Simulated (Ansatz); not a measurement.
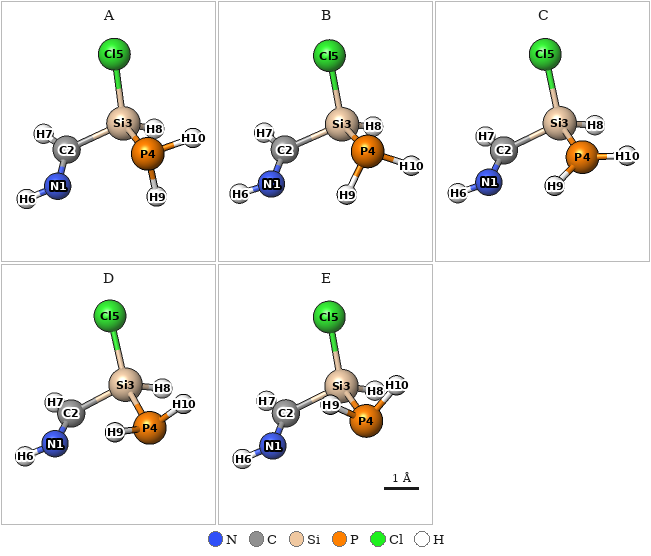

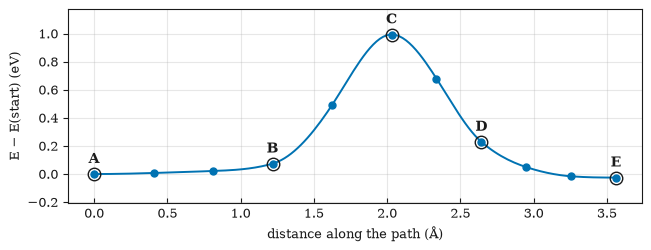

A nudged-elastic-band calculation for CH5ClNPSi. Images are numbered from 0 (start) to 10 (end). Frames A to E are images 0, 3, 5, 7, 10. The picture is a ball-and-stick view, seen at a tilt.

Level of theory: RKS PBE0-D4/6-31G* (Ansatz 0.2.0). Settings: 9 movable images; climbing image; force threshold 0.05 eV/Å; iteration limit 40; starting path by image-dependent pair potential.

Question: Describe the mechanism and the energy profile.

Answer: The motion is an umbrella inversion at P4. No bond forms or breaks between the ends. Among the angles between lasting bonds that change up to the highest image: Si3–P4–H9 93.1° → 122.5°, Si3–P4–H10 93.6° → 122.9°. The highest point, image 5, lies 0.99 eV above the start and 1.02 eV above the end; the end is at −0.03 eV relative to the start. The band converged in 9 iterations, with a climbing image at the top. At the top, the vibrational analysis gives one imaginary mode (689i cm⁻¹), as a transition state must have.

Cost: 3.3 min on 2 threads of Intel(R) Xeon(R) Platinum 8488C (Sapphire Rapids) (shared host), peak memory 0.26 GiB.
